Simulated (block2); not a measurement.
# SnS (SMILES [S][Sn]) at DMRG/STO-6G

Aim: the vertical singlet–triplet gap of SnS at DMRG/STO-6G, from 2 runs. 

Program for the calculation: block2 0.5.4.

4 further runs of the same task are left out: 1 that didn't finish, 3 set aside as unsound or not needed.

## 1. The structure to begin with

The species is SnS (2 atoms), meant as a singlet with charge 0. SMILES: `[S][Sn]`. The bond length is the measured one.

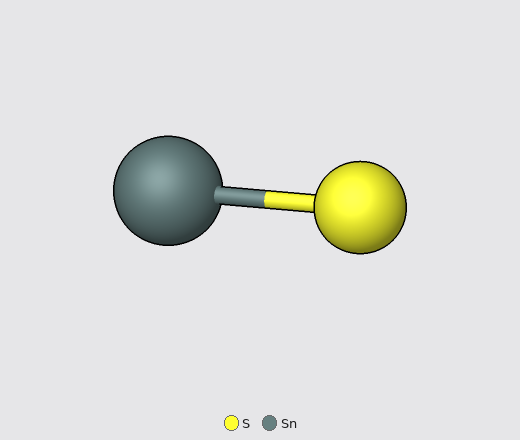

Viewed from a chosen angle; sulfur yellow, tin teal.

## 2. A single-point energy at DMRG/STO-6G

The input, dmrg.py:

```python
import numpy as np
from pyscf import cc, dft, gto, lo, mcscf, mp, scf
from pyblock2._pyscf.ao2mo import integrals as itg
from pyblock2.driver.core import DMRGDriver, SymmetryTypes

geom = """
S      0.000000     0.000000     0.000000
Sn     0.000000     0.000000     2.209026
"""
mol = gto.M(
    atom=geom,
    basis="sto-6g",
    charge=0,
    verbose=3,
    max_memory=2000,
)
print("nao                      = %d" % (mol.nao))
mf = scf.RHF(mol)
mf.conv_tol = 1e-10
mf.max_cycle = 200
mf.kernel()
if not mf.converged:
    mf = mf.newton().run(mf.mo_coeff, mf.mo_occ)
print("E(SCF)                   = %.10f" % (mf.e_tot))
ref = mf
pt = mp.MP2(ref, frozen=23).run()
mycc = cc.CCSD(ref, frozen=23)
mycc.max_cycle = 150
mycc.kernel()
print("E(MP2)                   = %.10f" % (pt.e_tot))
if mycc.converged:
    print(f"E(CCSD)                  = {mycc.e_tot:.10f}")
    print("E(CCSD(T))               = %.10f" % (mycc.e_tot + mycc.ccsd_t()))
    print("T1 diagnostic            = %.4f" % (mycc.get_t1_diagnostic()))
ks = dft.RKS(mol, xc="b3lyp").set(conv_tol=1e-9, verbose=3).run()
if ks.converged:
    print("E(B3LYP)                 = %.8f" % (ks.e_tot))
ks = dft.RKS(mol, xc="blyp").set(conv_tol=1e-9, verbose=3).run()
if ks.converged:
    print(f"E(BLYP)                  = {ks.e_tot:.8f}")
ks = dft.RKS(mol, xc="pbe").set(conv_tol=1e-9, verbose=3).run()
if ks.converged:
    print("E(PBE)                   = %.8f" % (ks.e_tot))
ks = dft.RKS(mol, xc="tpssh").set(conv_tol=1e-9, verbose=3).run()
if ks.converged:
    print("E(TPSSh)                 = %.8f" % (ks.e_tot))
ks = dft.RKS(mol, xc="hse06").set(conv_tol=1e-9, verbose=3).run()
if ks.converged:
    print(f"E(HSE06)                 = {ks.e_tot:.8f}")
mo = mf.mo_coeff.copy()
for a, b in ((23, 33), (33, 36)):
    if b - a > 1:
        mo[:, a:b] = lo.PM(mol, mo[:, a:b]).kernel()
mf.mo_coeff = mo
ncas, n_elec, spin, ecore, h1e, g2e, orb_sym = itg.get_rhf_integrals(mf, ncore=23, ncas=13, pg_symm=False, g2e_symm=1)
dmrg = DMRGDriver(scratch="./tmp", symm_type=SymmetryTypes.SU2, stack_mem=1500 << 20, n_threads=1)
idx = dmrg.orbital_reordering(h1e, g2e, method="fiedler")
print("orbital order:", idx.tolist())
h1e = h1e[np.ix_(idx, idx)]
g2e = g2e[np.ix_(idx, idx, idx, idx)]
orb_sym = np.array(orb_sym)[idx]
dmrg.initialize_system(n_sites=ncas, n_elec=n_elec, spin=spin, orb_sym=orb_sym)
mpo = dmrg.get_qc_mpo(h1e=h1e, g2e=g2e, ecore=ecore, iprint=0)
occs = np.array([1.7] * 10 + [0.3] * 3)[idx]
psi = dmrg.get_random_mps(tag="GS", bond_dim=25, nroots=1, occs=occs)
bond_dims = [25] * 3 + [50] * 3 + [100] * 3
noises = [0.0001] * 3 + [0.0001] * 3 + [1e-05] * 3 + [0]
thrds = [1e-08] * 9
e = dmrg.dmrg(mpo, psi, n_sweeps=15, tol=1e-06, bond_dims=bond_dims, noises=noises, thrds=thrds, iprint=1)
ms, dws, es = dmrg.get_dmrg_results()
print("DW                       = %.3e" % (dws[-1]))
print("final energy             = %.10f" % (e))
dm1 = dmrg.get_1pdm(psi)
print("natural occupations      =", np.round(np.linalg.eigvalsh(dm1)[::-1], 5).tolist())
c_act = mf.mo_coeff[:, 23:36][:, idx]
dm_ao = c_act @ dm1 @ c_act.T + 2 * mf.mo_coeff[:, :23] @ mf.mo_coeff[:, :23].T
print("dipole / D               =", np.round(scf.hf.dip_moment(mol, dm_ao, verbose=0), 4).tolist())
print("largest bipartite entropy = %.4f" % (max(dmrg.get_bipartite_entanglement(psi))))
ci = mcscf.CASCI(mf, 13, (10, 10))
ci.fix_spin_(ss=0)
ci.fcisolver.conv_tol = 1e-10
ci.fcisolver.max_cycle = 200
ci.kernel()
print(f"FCI energy               = {ci.e_tot:.10f}")
```

Launch:

```sh
python dmrg.py
```

Standard output:

```text
nao                      = 36
converged SCF energy = -6390.46461513343
E(SCF)                   = -6390.4646151334
E(RMP2) = -6390.55981541711  E_corr = -0.095200283683585
E(SCS-RMP2) = -6390.55769964615  E_corr = -0.0930845127224788
E(CCSD) = -6390.558858158299  E_corr = -0.09424302486966896
E(MP2)                   = -6390.5598154171
E(CCSD)                  = -6390.5588581583
CCSD(T) correction = -0.0121991013365929
E(CCSD(T))               = -6390.5710572596
T1 diagnostic            = 0.0333
converged SCF energy = -6393.26320326776
E(B3LYP)                 = -6393.26320327
converged SCF energy = -6393.15290686733
E(BLYP)                  = -6393.15290687
converged SCF energy = -6392.5140289601
E(PBE)                   = -6392.51402896
converged SCF energy = -6393.17318356296
E(TPSSh)                 = -6393.17318356
converged SCF energy = -6392.78882736083
E(HSE06)                 = -6392.78882736

WARN: Initial orbitals are close to convergence. Adding a small perturbation.

orbital order: [5, 8, 7, 9, 12, 11, 10, 6, 0, 1, 2, 4, 3]

Sweep =    0 | Direction =  forward | Bond dimension =   25 | Noise =  1.00e-04 | Dav threshold =  1.00e-08
Time elapsed =      0.265 | E =   -6390.5482680488 | DW = 1.02996e-05

Sweep =    1 | Direction = backward | Bond dimension =   25 | Noise =  1.00e-04 | Dav threshold =  1.00e-08
Time elapsed =      0.594 | E =   -6390.5593590450 | DE = -1.11e-02 | DW = 1.12750e-04

Sweep =    2 | Direction =  forward | Bond dimension =   25 | Noise =  1.00e-04 | Dav threshold =  1.00e-08
Time elapsed =      0.932 | E =   -6390.5664438559 | DE = -7.08e-03 | DW = 1.98818e-04

Sweep =    3 | Direction = backward | Bond dimension =   50 | Noise =  1.00e-04 | Dav threshold =  1.00e-08
Time elapsed =      1.446 | E =   -6390.5715700799 | DE = -5.13e-03 | DW = 9.26449e-06

Sweep =    4 | Direction =  forward | Bond dimension =   50 | Noise =  1.00e-04 | Dav threshold =  1.00e-08
Time elapsed =      2.149 | E =   -6390.5716539859 | DE = -8.39e-05 | DW = 6.88612e-06

Sweep =    5 | Direction = backward | Bond dimension =   50 | Noise =  1.00e-04 | Dav threshold =  1.00e-08
Time elapsed =      2.840 | E =   -6390.5716644174 | DE = -1.04e-05 | DW = 1.01181e-05

Sweep =    6 | Direction =  forward | Bond dimension =  100 | Noise =  1.00e-05 | Dav threshold =  1.00e-08
Time elapsed =      4.101 | E =   -6390.5716753731 | DE = -1.10e-05 | DW = 4.70898e-08

Sweep =    7 | Direction = backward | Bond dimension =  100 | Noise =  1.00e-05 | Dav threshold =  1.00e-08
Time elapsed =      5.738 | E =   -6390.5716756706 | DE = -2.97e-07 | DW = 6.95887e-08

Sweep =    8 | Direction =  forward | Bond dimension =  100 | Noise =  1.00e-05 | Dav threshold =  1.00e-08
Time elapsed =      7.293 | E =   -6390.5716756702 | DE = 3.70e-10 | DW = 8.38353e-08

Sweep =    9 | Direction = backward | Bond dimension =  100 | Noise =  0.00e+00 | Dav threshold =  1.00e-07
Time elapsed =      8.626 | E =   -6390.5716756798 | DE = -9.60e-09 | DW = 2.07796e-08

DW                       = 2.078e-08
final energy             = -6390.5716756798
natural occupations      = [1.99994, 1.99994, 1.99992, 1.99992, 1.9999, 1.99803, 1.97097, 1.94555, 1.89783, 1.89783, 0.12484, 0.12484, 0.04049]
dipole / D               = [-0.0, -0.0, 0.2255]
largest bipartite entropy = 0.7249
CASCI E = -6390.57167575874  E(CI) = -98.9233630919816  S^2 = 0.0000000
FCI energy               = -6390.5716757587
```

It took 65 s on 1 thread of Arm Neoverse V1, shared host; peak memory 0.3 GiB.

## 3. The triplet: the energy at DMRG/STO-6G

The input, dmrg.py:

```python
import numpy as np
from pyscf import cc, dft, gto, mcscf, mp, scf
from pyblock2._pyscf.ao2mo import integrals as itg
from pyblock2.driver.core import DMRGDriver, SymmetryTypes

geom = """
S      0.000000     0.000000     0.000000
Sn     0.000000     0.000000     2.209026
"""
mol = gto.M(
    atom=geom,
    basis="sto-6g",
    spin=2,
    verbose=3,
)
print("nao: %d" % (mol.nao))
mf = scf.ROHF(mol)
mf.conv_tol = 1e-10
mf.max_cycle = 200
mf.kernel()
if not mf.converged:
    mf = mf.newton().run(mf.mo_coeff, mf.mo_occ)
print("reference energy: %.10f" % (mf.e_tot))
# single-reference ladder for comparison
ref = scf.UHF(mol).run(mf.make_rdm1(), conv_tol=1e-10)
pt = mp.MP2(ref, frozen=23).run()
mycc = cc.CCSD(ref, frozen=23)
mycc.max_cycle = 150
mycc.kernel()
print("MP2 total energy: %.10f" % (pt.e_tot))
if mycc.converged:
    print("CCSD total energy: %.10f" % (mycc.e_tot))
    print(f"CCSD(T) total energy: {mycc.e_tot + mycc.ccsd_t():.10f}")
# a few density functionals on the same geometry and basis
ks = dft.UKS(mol, xc="b3lyp").set(conv_tol=1e-9, verbose=3).run(mf.make_rdm1())
if ks.converged:
    print(f"E(B3LYP): {ks.e_tot:.8f}")
ks = dft.UKS(mol, xc="blyp").set(conv_tol=1e-9, verbose=3).run(mf.make_rdm1())
if ks.converged:
    print("E(BLYP): %.8f" % (ks.e_tot))
ks = dft.UKS(mol, xc="pbe").set(conv_tol=1e-9, verbose=3).run(mf.make_rdm1())
if ks.converged:
    print(f"E(PBE): {ks.e_tot:.8f}")
ks = dft.UKS(mol, xc="tpssh").set(conv_tol=1e-9, verbose=3).run(mf.make_rdm1())
if ks.converged:
    print("E(TPSSh): %.8f" % (ks.e_tot))
ks = dft.UKS(mol, xc="hse06").set(conv_tol=1e-9, verbose=3).run(mf.make_rdm1())
if ks.converged:
    print("E(HSE06): %.8f" % (ks.e_tot))
# rotate to MP2 natural orbitals
occ_no, mo = mcscf.addons.make_natural_orbitals(mp.MP2(mf.to_uhf(), frozen=23).run())
mf.mo_coeff = mo
ncas, n_elec, spin, ecore, h1e, g2e, orb_sym = itg.get_rhf_integrals(mf, ncore=23, ncas=13, pg_symm=False, g2e_symm=1)
driver = DMRGDriver(scratch="./tmp", symm_type=SymmetryTypes.SU2, stack_mem=1500 << 20, n_threads=1)
# order the orbitals along the chain
idx = driver.orbital_reordering(h1e, g2e, method="fiedler")
print("orbital order:", idx.tolist())
h1e = h1e[np.ix_(idx, idx)]
g2e = g2e[np.ix_(idx, idx, idx, idx)]
orb_sym = np.array(orb_sym)[idx]
driver.initialize_system(n_sites=ncas, n_elec=n_elec, spin=spin, orb_sym=orb_sym)
mpo = driver.get_qc_mpo(h1e=h1e, g2e=g2e, ecore=ecore, iprint=1)
occs = np.array([1.7] * 9 + [1.0] * 2 + [0.3] * 2)[idx]
ket = driver.get_random_mps(tag="GS", bond_dim=37, nroots=1, occs=occs)
bond_dims = [37] * 3 + [75] * 3 + [112] * 4 + [150] * 2
noises = [0.001] * 3 + [0.0001] * 3 + [0.0001] * 4 + [1e-05] * 2 + [0]
thrds = [1e-08] * 12
e = driver.dmrg(mpo, ket, n_sweeps=18, tol=1e-06, bond_dims=bond_dims, noises=noises, thrds=thrds, iprint=2)
ms, dws, es = driver.get_dmrg_results()
print("max discarded weight: %.3e" % (dws[-1]))
print(f"E(final): {e:.10f}")
dm1 = driver.get_1pdm(ket)
print("occupation numbers:", np.round(np.linalg.eigvalsh(dm1)[::-1], 5).tolist())
c_act = mf.mo_coeff[:, 23:36][:, idx]
dm_ao = c_act @ dm1 @ c_act.T + 2 * mf.mo_coeff[:, :23] @ mf.mo_coeff[:, :23].T
print("dipole / D:", np.round(scf.hf.dip_moment(mol, dm_ao, verbose=0), 4).tolist())
print("max block entropy: %.4f" % (max(driver.get_bipartite_entanglement(ket))))
# exact diagonalisation in the same space
ci = mcscf.CASCI(mf, 13, (11, 9))
ci.fix_spin_(ss=2)
ci.fcisolver.conv_tol = 1e-10
ci.fcisolver.max_cycle = 200
ci.kernel()
print(f"E(FCI): {ci.e_tot:.10f}")
```

Launch:

```sh
python dmrg.py
```

Standard output:

```text
nao: 36
converged SCF energy = -6390.38765933923
reference energy: -6390.3876593392
SCF not converged.
SCF energy = -6390.39451414866 after 50 cycles  <S^2> = 2.1330635  2S+1 = 3.0874348
E(UMP2) = -6390.44968155668  E_corr = -0.055167408028384
E(SCS-UMP2) = -6390.45007600219  E_corr = -0.0555618535373211
E(UCCSD) = -6390.46981055898  E_corr = -0.0752964103240322
MP2 total energy: -6390.4496815567
CCSD total energy: -6390.4698105590
UCCSD(T) correction = -0.00490509914215174
CCSD(T) total energy: -6390.4747156581

WARN: HOMO -0.000926987185545958 >= LUMO -0.0549184906639981

WARN: HOMO 0.0168090009523414 >= LUMO -0.0335330248736725

WARN: HOMO -0.00967240046980872 >= LUMO -0.05729732252876

WARN: HOMO -0.0120284052300283 >= LUMO -0.0557360578369068

WARN: HOMO -0.0122420569857751 >= LUMO -0.0554519264395653

WARN: HOMO -0.0121769419224501 >= LUMO -0.0554535809284086

WARN: HOMO -0.0121949660624888 >= LUMO -0.0554541584412216

WARN: HOMO -0.0122028652943477 >= LUMO -0.0554353880802672

WARN: HOMO -0.0122011589214279 >= LUMO -0.0554346177231183

WARN: HOMO -0.012200879702309 >= LUMO -0.0554349374579953

WARN: HOMO -0.0122008389603442 >= LUMO -0.0554349921927044

converged SCF energy = -6393.15830448451  <S^2> = 2.0159547  2S+1 = 3.0106177
E(B3LYP): -6393.15830448

WARN: HOMO 0.0385321364538231 >= LUMO -0.03902063497181

WARN: HOMO 0.108708537987547 >= LUMO 0.0308566707989768

WARN: HOMO 0.0236805289107622 >= LUMO -0.0499351796861164

WARN: HOMO 0.0196713528343556 >= LUMO -0.0653311564144198

WARN: HOMO 0.00881952093613467 >= LUMO -0.0669795544248905

WARN: HOMO 0.0127834156850936 >= LUMO -0.0681178318492267

WARN: HOMO 0.0131466051544818 >= LUMO -0.06885550047405

WARN: HOMO 0.0220371107934771 >= LUMO -0.0674853982715584

WARN: HOMO 0.0194014052942257 >= LUMO -0.0710994970989959

WARN: HOMO 0.0176006935123663 >= LUMO -0.0661562390482921

WARN: HOMO 0.0195182136697889 >= LUMO -0.0664886094742165

[... 24 lines left out ...]
WARN: HOMO 0.0237364455087615 >= LUMO -0.0677816549002025
[... 41 lines left out ...]
WARN: HOMO 0.0236425954363914 >= LUMO -0.0650759193016564
[... 40 lines left out ...]
WARN: HOMO 0.0149713815490636 >= LUMO -0.0672329418462828
[... 41 lines left out ...]
WARN: HOMO 0.00316358655549318 >= LUMO -0.0729002637473278
[... 40 lines left out ...]
WARN: HOMO -0.00227716831375355 >= LUMO -0.0598157343887417
[... 42 lines left out ...]
WARN: HOMO -0.00871425569292689 >= LUMO -0.0575671196379282
[... 70 lines left out ...]
 <-- Site =    6-   7 .. Mmps =   37 Ndav =   3 E =  -6390.4590174329 Error = 3.48e-07 FLOPS = 2.82e+09 Tdav = 0.01 T = 0.14
[... 38 lines left out ...]
 <-- Site =    9-  10 .. Mmps =   22 Ndav =   1 E =  -6390.4757091385 Error = 0.00e+00 FLOPS = 7.06e+08 Tdav = 0.00 T = 0.01
[... 29 lines left out ...]
 --> Site =   11-  12 .. Mmps =   38 Ndav =   1 E =  -6390.4761779645 Error = 2.78e-20 FLOPS = 4.49e+08 Tdav = 0.00 T = 0.01
[... 38 lines left out ...]
 --> Site =    8-   9 .. Mmps =  112 Ndav =   1 E =  -6390.4761834552 Error = 3.28e-11 FLOPS = 2.61e+09 Tdav = 0.00 T = 0.09
[... 38 lines left out ...]
 --> Site =    5-   6 .. Mmps =  112 Ndav =   2 E =  -6390.4761837791 Error = 2.05e-07 FLOPS = 3.87e+09 Tdav = 0.09 T = 0.58
[... 38 lines left out ...]
 --> Site =    2-   3 .. Mmps =   55 Ndav =   1 E =  -6390.4761834953 Error = 0.00e+00 FLOPS = 2.14e+09 Tdav = 0.00 T = 0.05
[... 24 lines left out ...]
 <-- Site =    5-   6 .. Mmps =  150 Ndav =   2 E =  -6390.4761843057 Error = 3.39e-09 FLOPS = 3.93e+09 Tdav = 0.18 T = 0.95
 <-- Site =    4-   5 .. Mmps =  150 Ndav =   2 E =  -6390.4761843336 Error = 2.62e-08 FLOPS = 3.79e+09 Tdav = 0.11 T = 0.42
 <-- Site =    3-   4 .. Mmps =  150 Ndav =   1 E =  -6390.4761842985 Error = 1.66e-08 FLOPS = 3.13e+09 Tdav = 0.02 T = 0.19
 <-- Site =    2-   3 .. Mmps =  150 Ndav =   1 E =  -6390.4761842901 Error = 1.26e-09 FLOPS = 2.10e+09 Tdav = 0.01 T = 0.10
 <-- Site =    1-   2 .. Mmps =  150 Ndav =   1 E =  -6390.4761842901 Error = 8.25e-18 FLOPS = 1.45e+09 Tdav = 0.00 T = 0.06
 <-- Site =    0-   1 .. Mmps =   78 Ndav =   1 E =  -6390.4761842901 Error = 5.34e-20 FLOPS = 6.25e+08 Tdav = 0.00 T = 0.03
[... 8 lines left out ...]
Sweep =   12 | Direction =  forward | Bond dimension =  150 | Noise =  0.00e+00 | Dav threshold =  1.00e-07
 --> Site =    0-   1 .. Mmps =    4 Ndav =   1 E =  -6390.4761842901 Error = 0.00e+00 FLOPS = 5.89e+08 Tdav = 0.00 T = 0.00
 --> Site =    1-   2 .. Mmps =   16 Ndav =   1 E =  -6390.4761842901 Error = 0.00e+00 FLOPS = 1.48e+09 Tdav = 0.00 T = 0.04
 --> Site =    2-   3 .. Mmps =   54 Ndav =   1 E =  -6390.4761842901 Error = 4.84e-25 FLOPS = 2.28e+09 Tdav = 0.00 T = 0.07
 --> Site =    3-   4 .. Mmps =  108 Ndav =   1 E =  -6390.4761842901 Error = 2.23e-20 FLOPS = 3.16e+09 Tdav = 0.02 T = 0.14
 --> Site =    4-   5 .. Mmps =  150 Ndav =   1 E =  -6390.4761842901 Error = 1.76e-18 FLOPS = 3.63e+09 Tdav = 0.05 T = 0.25
 --> Site =    5-   6 .. Mmps =  150 Ndav =   1 E =  -6390.4761842901 Error = 4.36e-17 FLOPS = 3.88e+09 Tdav = 0.09 T = 0.78
 --> Site =    6-   7 .. Mmps =  150 Ndav =   1 E =  -6390.4761842901 Error = 1.10e-16 FLOPS = 3.88e+09 Tdav = 0.10 T = 0.83
 --> Site =    7-   8 .. Mmps =  150 Ndav =   1 E =  -6390.4761842901 Error = 3.20e-19 FLOPS = 3.61e+09 Tdav = 0.03 T = 0.24
 --> Site =    8-   9 .. Mmps =   88 Ndav =   1 E =  -6390.4761842901 Error = 1.21e-19 FLOPS = 3.17e+09 Tdav = 0.01 T = 0.16
 --> Site =    9-  10 .. Mmps =   46 Ndav =   1 E =  -6390.4761842901 Error = 6.09e-20 FLOPS = 2.07e+09 Tdav = 0.00 T = 0.05
 --> Site =   10-  11 .. Mmps =   16 Ndav =   1 E =  -6390.4761842901 Error = 2.19e-20 FLOPS = 5.92e+08 Tdav = 0.00 T = 0.02
 --> Site =   11-  12 .. Mmps =    5 Ndav =   1 E =  -6390.4761842901 Error = 6.66e-22 FLOPS = 2.00e+07 Tdav = 0.00 T = 0.01
Time elapsed =     21.720 | E =   -6390.4761842901 | DE = 4.35e-08 | DW = 1.10153e-16
Time sweep =        2.592 | 1.05 GFLOP/SWP
 | Dmem = 4.41 MB (5%) | Imem = 87.7 KB (97%) | Hmem = 101 MB | Wmem = 128 KB | Pmem = 0 B
 | Tread = 0.051 | Twrite = 0.024 | Tfpread = 0.049 | Tfpwrite = 0.021 | Tmporead = 0.000
 | data = 16.7 MB | cpsd = 12.6 MB | Tasync = 0.000
 | Trot = 0.164 | Tctr = 0.001 | Tint = 0.001 | Tmid = 0.000 | Tdctr = 0.026 | Tdiag = 0.011 | Tinfo = 0.033
 | Teff = 1.984 | Tprt = 0.000 | Teig = 0.306 | Tblk = 2.364 | Tmve = 0.227 | Tdm = 0.001 | Tsplt = 0.019 | Tsvd = 0.000 | Torth = 0.000

max discarded weight: 1.102e-16
E(final): -6390.4761842901
occupation numbers: [1.99997, 1.99997, 1.99996, 1.99991, 1.99959, 1.99625, 1.9769, 1.94338, 1.7895, 1.02146, 1.02087, 0.21853, 0.03371]
dipole / D: [0.0028, -0.0, 2.242]
max block entropy: 0.9030
CASCI E = -6390.47074946424  E(CI) = -98.8374342351490  S^2 = 2.0000000
E(FCI): -6390.4707494642
```

It took 1.7 min on 1 thread of Arm Neoverse V1, shared host; peak memory 0.37 GiB.

## 4. Results

Level: DMRG/STO-6G, 23 core orbitals frozen.

| quantity | value |
| --- | --- |
| run 1, DMRG/STO-6G: total energy | -6390.57168 Eh |
| run 1, DMRG/STO-6G: dipole moment (of the density that the program reports) | 0.23 D |
| run 1, DMRG/STO-6G: T1 diagnostic of the CCSD step | 0.033 |
| triplet: total energy | -6390.47618 Eh |
| triplet: dipole moment (of the density that the program reports) | 2.24 D |
| vertical energy of the triplet above the singlet | 2.598 eV |

In words: At this shape the triplet lies 2.60 eV (60 kcal/mol) above the singlet. In a minimal basis such a difference can be off by several eV, whatever the method. The T1 diagnostic (run 1, DMRG/STO-6G) of 0.033 is above the customary mark for such species, so a single reference may not serve. Relativity is left out (run 1, DMRG/STO-6G) although the molecule holds a heavy atom. Relativity is left out (triplet) although the molecule holds a heavy atom.
